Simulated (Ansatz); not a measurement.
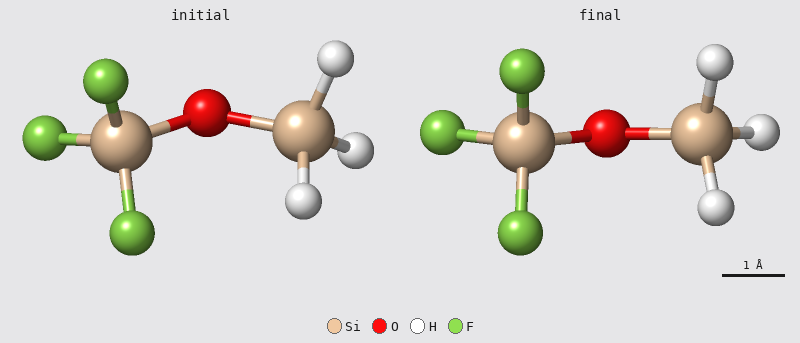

The structure of Si2H3OF3 before (left) and after (right) a relaxation, at one scale.

A ball-and-stick model, seen at a tilt.

The run prepares the start of a later molecular dynamics calculation, from a guessed geometry.

Method: RKS PBE-D4/STO-3G (Ansatz).

Input
```yaml
crystal:
  periodic: [false, false, false]
  atoms:
    - { symbol: Si, position_ang: [0.0, 0.0, 0.0] }
    - { symbol: O, position_ang: [0.0, 0.0, 1.68] }
    - { symbol: Si, position_ang: [-1.3147, -0.4067, 2.6436] }
    - { symbol: H, position_ang: [-2.239, -1.2403, 1.8804] }
    - { symbol: H, position_ang: [-0.8506, -1.1432, 3.8157] }
    - { symbol: H, position_ang: [-1.9987, 0.8095, 3.0733] }
    - { symbol: F, position_ang: [1.4994, 0.0, -0.5295] }
    - { symbol: F, position_ang: [-0.7489, 1.2974, -0.5295] }
    - { symbol: F, position_ang: [-0.7489, -1.2974, -0.5295] }
basis:
  gaussian: { orbitals: STO-3G }
hamiltonian:
  xc: pbe
  dispersion: d4
relax:
  f_tol: 0.02
  max_steps: 40
```

Run as
```bash
ansatz run input.yaml --threads 1 --pin off --max-ram 2048MiB --backend cpu --events-out ev --progress --plain --runs-dir out
```

Summarise the run.

Answer. The atom that moves furthest after the best rigid fit is O2 (0.41 Å). Largest moves by element: O 0.41 Å, H 0.38 Å, F 0.32 Å, Si 0.05 Å. Among the contacts that change: Si1–F8 1.589 → 1.647 Å, Si1–F7 1.590 → 1.640 Å, O2–Si3 1.680 → 1.719 Å, Si1–O2 1.680 → 1.703 Å. Bond angles that change, for instance: Si1–O2–Si3 125.0° → 116.5°, O2–Si3–H5 109.5° → 105.8°, O2–Si1–F7 109.5° → 105.9°. Groups turn about O2–Si3 by about 35°, Si1–O2 by about 20°. After 8 geometry steps the energy has fallen by 23.8 kJ/mol. Largest force component: 2.1 eV/Å at the start, 0.01 eV/Å at the end.

Limits of the set-up: STO-3G is a minimal basis, so the numbers are rough.
